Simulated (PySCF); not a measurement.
C3H10O2Si: excited-state calculation

The run: excited-state calculation of C3H10O2Si, SMILES CO[SiH](C)OC. Method and program: TDDFT LC-wPBE/def2-SVPD, vertical, gas phase, core orbitals frozen in the response (PySCF 2.14.0).

The geometry comes from this level: PBE0-D3(BJ)/def2-SVP.

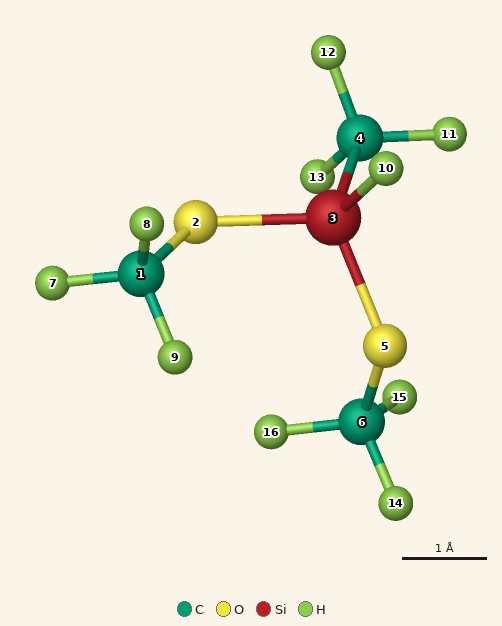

*The input geometry (ball-and-stick view, seen at a tilt; atoms are numbered from 1 in the order of the input).*

Bond lengths as drawn: C–H 1.10 to 1.11 Å, C–O 1.40 Å, C–Si 1.86 Å, H–Si 1.49 Å and O–Si 1.66 to 1.67 Å.

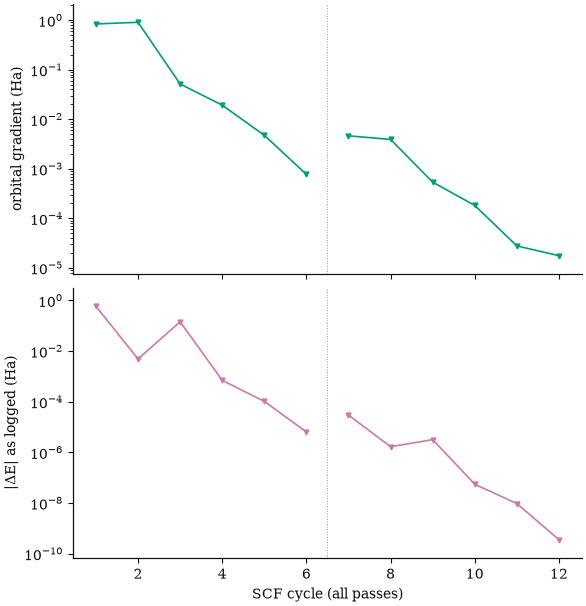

*Convergence of the self-consistent field: orbital gradient and size of the energy change against the SCF cycle. The dotted line marks the change from a coarse to the final integration grid.*

The first 6 cycles use a coarse grid, the final grid takes over at cycle 7, and the field converges after 12 cycles in all.

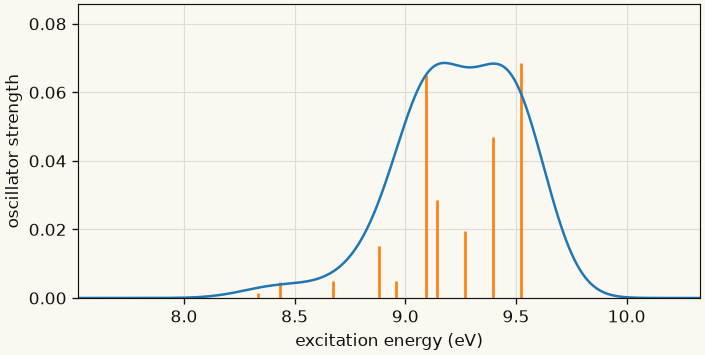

*Computed excitations as sticks (degenerate states added up, dark ones marked on the axis), with a Gaussian envelope of 0.35 eV full width at half maximum, scaled to the tallest.*

Of the 10 states the lowest lies at 8.33 eV (f = 0.001); the strongest line is at 9.52 eV, or 130 nm (f = 0.069).

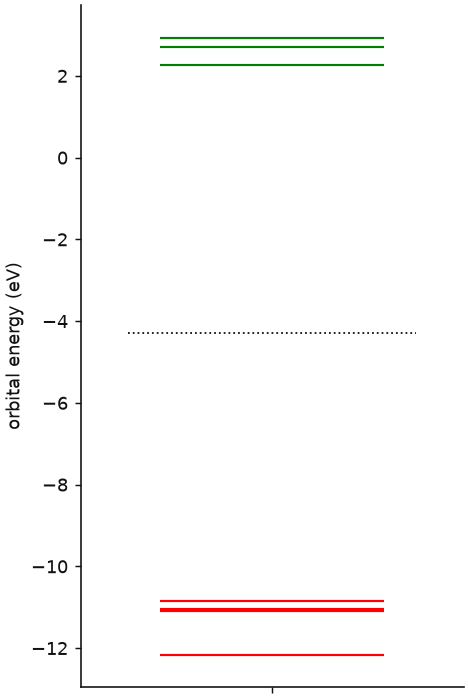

*Orbital energies near the frontier; the dotted line parts filled from empty levels, and levels within 0.02 eV of each other stand side by side.*

Highest filled −10.84 eV, lowest empty 2.27 eV, 13.11 eV apart.

These pictures come from the run below.

## Input
```
{"job": {"kind": "uv", "xc": "LC-wPBE", "basis": "def2-SVPD", "ip": true}, "charge": 0, "multiplicity": 1}
C     -2.066534    -0.958510    -0.795297
O     -1.238181     0.163245    -0.660027
Si    -0.293175     0.461896     0.676752
C      0.564398     2.075606     0.340073
O      0.778108    -0.789709     0.917733
C      1.794760    -1.131050     0.017005
H     -2.378380    -1.048033    -1.847580
H     -2.978934    -0.869137    -0.177745
H     -1.553346    -1.894485    -0.509737
H     -1.116861     0.468193     1.916976
H      1.255098     2.332989     1.157363
H     -0.171179     2.888027     0.238828
H      1.137853     2.024118    -0.598300
H      2.254301    -2.077862     0.340200
H      2.591106    -0.364878    -0.017452
H      1.413539    -1.270860    -1.010943
```

The first line tells a small driver script what to run in PySCF; the rest is the geometry in Å.

## Log
```
coarse grid: 13256 points
cycle   1  E = -559.5894995245  dE =  5.876e-01  |g| = 8.400e-01  |ddm| = 4.937e+00
cycle   2  E = -559.5846246097  dE =  4.875e-03  |g| = 9.066e-01  |ddm| = 2.194e+00
cycle   3  E = -559.7280976309  dE = -1.435e-01  |g| = 5.153e-02  |ddm| = 9.172e-01
cycle   4  E = -559.7287967492  dE = -6.991e-04  |g| = 1.928e-02  |ddm| = 1.252e-01
cycle   5  E = -559.7288998768  dE = -1.031e-04  |g| = 4.759e-03  |ddm| = 5.057e-02
cycle   6  E = -559.7289062798  dE = -6.403e-06  |g| = 7.741e-04  |ddm| = 1.306e-02
final grid: 121688 points
cycle   7  E = -559.8347522522  dE = -2.962e-05  |g| = 4.638e-03  |ddm| = 6.536e-02
cycle   8  E = -559.8347539263  dE = -1.674e-06  |g| = 3.921e-03  |ddm| = 1.128e-02
cycle   9  E = -559.8347571106  dE = -3.184e-06  |g| = 5.396e-04  |ddm| = 4.266e-03
cycle  10  E = -559.8347571658  dE = -5.524e-08  |g| = 1.826e-04  |ddm| = 1.112e-03
cycle  11  E = -559.8347571753  dE = -9.515e-09  |g| = 2.783e-05  |ddm| = 3.683e-04
cycle  12  E = -559.8347571757  dE = -3.579e-10  |g| = 1.766e-05  |ddm| = 9.651e-05
converged SCF energy = -559.8347571757

Static polarisability (au): isotropic 68.478, principal 62.176 69.602 73.658

Singlet excitations
state   eV       nm        f      main configurations
  1   8.3348    148.8   0.00142   H->L 0.52, H->L+5 0.09
  2   8.4337    147.0   0.00454   H-2->L 0.34, H->L+3 0.14, H-1->L 0.12
  3   8.6748    142.9   0.00483   H-1->L 0.42, H-2->L 0.14
  4   8.8826    139.6   0.01518   H->L+1 0.23, H->L+3 0.17, H->L+5 0.11
  5   8.9596    138.4   0.00500   H-1->L+3 0.21, H-1->L+4 0.17, H-3->L 0.13
  6   9.0953    136.3   0.06511   H->L+4 0.27, H-2->L+1 0.10, H-1->L+1 0.09
  7   9.1418    135.6   0.02856   H-2->L+4 0.18, H-2->L+3 0.14, H->L+2 0.13
  8   9.2684    133.8   0.01946   H-1->L+1 0.18, H->L+1 0.15, H-1->L+4 0.13
  9   9.3970    131.9   0.04704   H-2->L+5 0.22, H->L+5 0.21, H-1->L+5 0.14
 10   9.5209    130.2   0.06858   H-1->L+2 0.18, H-4->L 0.14, H-2->L+3 0.09

Triplet excitations (Tamm-Dancoff, eV): 8.0209 8.0958 8.3709 8.4438
Vertical ionisation energy (delta-SCF) = 10.5808 eV
```

## Summary

- outcome: converged
- total energy: −559.834757 hartree
- HOMO: −10.84 eV
- LUMO: 2.27 eV
- dipole moment: 0.80 D
- mean polarisability: 68.48 a.u.
- vertical ionisation energy: 10.58 eV
- lowest singlet excitation: 8.33 eV
- hardware: 1 CPU thread, shared host
- wall time: 4.3 min
- peak memory: 1 GiB
